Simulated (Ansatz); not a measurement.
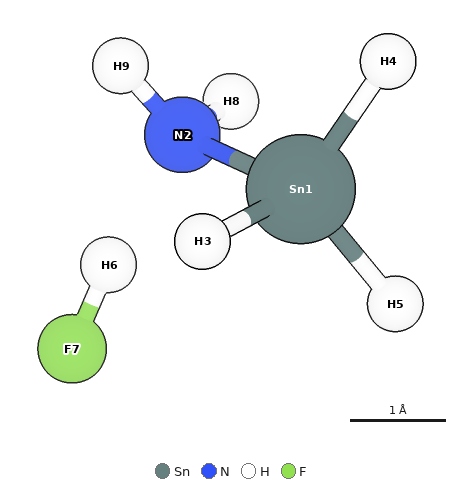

Figure 1. The input geometry (ball-and-stick view, seen at an oblique angle; atoms are numbered from 1 in the order of the input). Sticks mark near contacts. Bond lengths as drawn: F–H 0.97 Å, H–N 1.01 Å, H–Sn 1.70 to 1.71 Å and N–Sn 2.06 Å.

Single-point calculation of SnNH$_{6}$F

- system: SnNH$_{6}$F
- method: RKS PBE0-D4/def2-TZVPP (Ansatz 0.2.0)

The geometry is the reactant side of a reaction. The reaction was set up to form Sn1–F7 and N2–H6 and to break Sn1–N2 and H6–F7 (atoms counted from 1 in the order of the input); sticks are drawn by distance alone. The geometry comes from this level: PBE0-D4/def2-TZVP.

What the program printed
```
Functional definition: PBE0
  name "PBE0"
  cite "Adamo & Barone, J. Chem. Phys. 110, 6158 (1999) doi:10.1063/1.478522"
  cite "Perdew, Burke & Ernzerhof, Phys. Rev. Lett. 77, 3865 (1996) doi:10.1103/PhysRevLett.77.3865"
  parent pbe
  parameter a = 0.25
  parameter kappa = 0.804
  parameter beta = 0.06672455060314922
  exchange = (1 - a)*pbe_x(kappa = kappa, mu = beta*pi^2/3) + a*exact_x
  correlation = pbe_c(beta = beta)
1126 factors; their error is unknown
mean field evaluation 1: about -10126.9390 eV, gradient 6.3e1 eV
mean field evaluation 2: about -10116.2179 eV, gradient 9.2e1 eV
mean field evaluation 4: about -10133.7403 eV, gradient 6.1e0 eV
mean field evaluation 8: about -10133.7934 eV, gradient 3.0e-2 eV
mean field evaluation 16: about -10133.8809 eV, gradient 2.4e-5 eV
mean field -10133.88093963 eV, -372.4132555402 hartree, gradient 2.4e-5 eV, S^2 0.000000; 0 other end points of the search recorded, 0 dependent functions left out
reference -10133.88097441 eV, -372.4132568183 hartree; 22, 22 occupied and 174, 174 virtual orbitals, 1126 factors
Total energy: -10133.99242981 eV, -372.4173527286 hartree
```

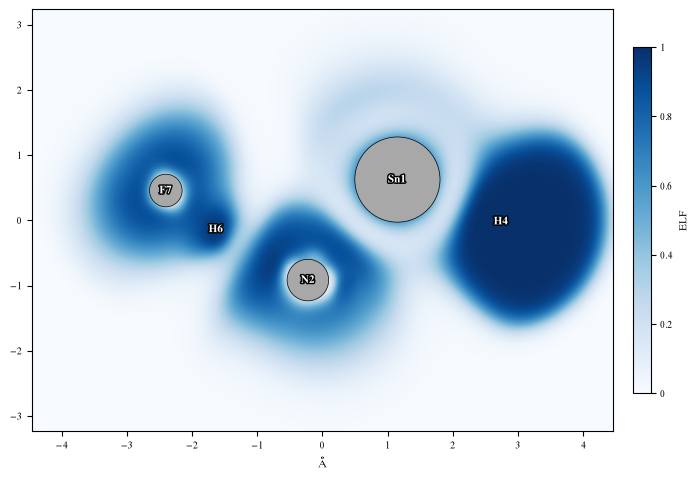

Figure 2. ELF on the plane of atoms N2, Sn1 and H4. Grey discs, where drawn, cover atomic cores. The section cuts through Sn, N, H and F sites. N2···H6 (1.61 Å): the ELF peaks at about 0.95 between the atoms; a closed-shell contact with the geometry of a hydrogen bond. Sn–N (2.06 Å): the ELF peaks at about 0.90 in the valence shell of N, 0.6 Å from its nucleus, and drops to about 0.15 between the two atoms. Sn–H (1.71 Å): the ELF climbs to about 1 towards the hydrogen.

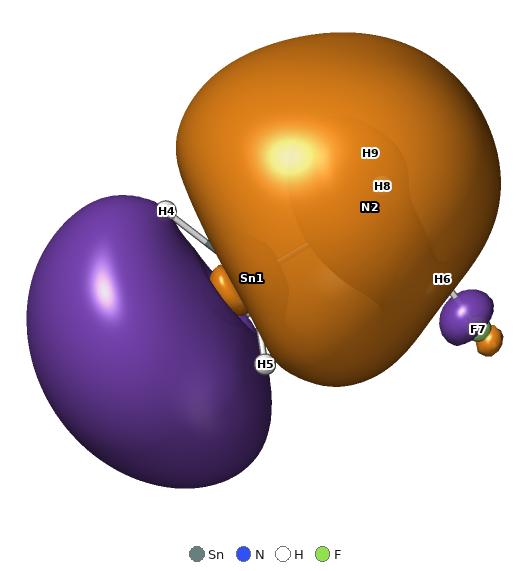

Figure 3. The LUMO at ±0.05 Å⁻³ᐟ² (orange and purple are the two phases), seen at a tilt. Its weight (Hirshfeld) is mainly on Sn1 (55 %), N2 (15 %), H8 (10 %) and H9 (10 %). Its energy is −0.68 eV.

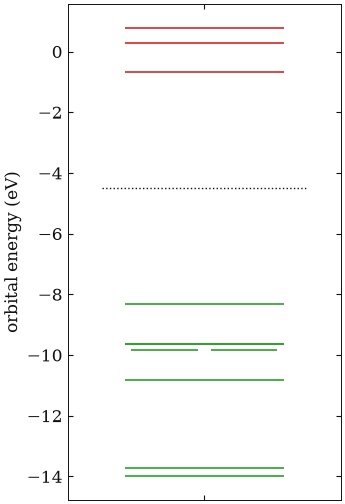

Figure 4. Orbital energies near the frontier; the dotted line parts filled from empty levels, and levels within 0.02 eV of each other stand side by side. Highest filled −8.31 eV, lowest empty −0.68 eV, 7.63 eV apart.

The run was set up as follows.

Input
```yaml
crystal:
  periodic: [false, false, false]
  atoms:
    - {symbol: Sn, position_ang: [-0.801784, 0.832470, -0.362292]}
    - {symbol: N, position_ang: [0.814508, -0.095914, 0.524543]}
    - {symbol: H, position_ang: [-0.607429, 0.564326, -2.026765]}
    - {symbol: H, position_ang: [-0.775384, 2.502596, 0.004228]}
    - {symbol: H, position_ang: [-2.167282, 0.076918, 0.304563]}
    - {symbol: H, position_ang: [0.631938, -1.637496, 0.081120]}
    - {symbol: F, position_ang: [0.397437, -2.513829, -0.258804]}
    - {symbol: H, position_ang: [0.808078, -0.003796, 1.533711]}
    - {symbol: H, position_ang: [1.700019, 0.274626, 0.199695]}
basis:
  gaussian: {orbitals: def2-TZVPP}
hamiltonian: {xc: pbe0, dispersion: d4}
output: {orbitals: {seedname: orbitals}}
```

Launched with:
```bash
ansatz run in.yaml --threads 4 --pin off --events-out ev --progress --plain --max-ram 9574MiB
```

Results in brief

```tsv
quantity	value
outcome	converged
total energy	−10133.9924 eV
mean-field energy	−10133.8810 eV
dispersion energy	−0.1115 eV
SCF solution under orbital rotations	stable
HOMO	−8.31 eV
LUMO	−0.68 eV
hardware	4 threads of Intel Xeon @ 2.50GHz, 180 GiB of memory available, shared host
wall time	3.7 s (CPU time 11 s)
peak memory	0.4 GiB
```
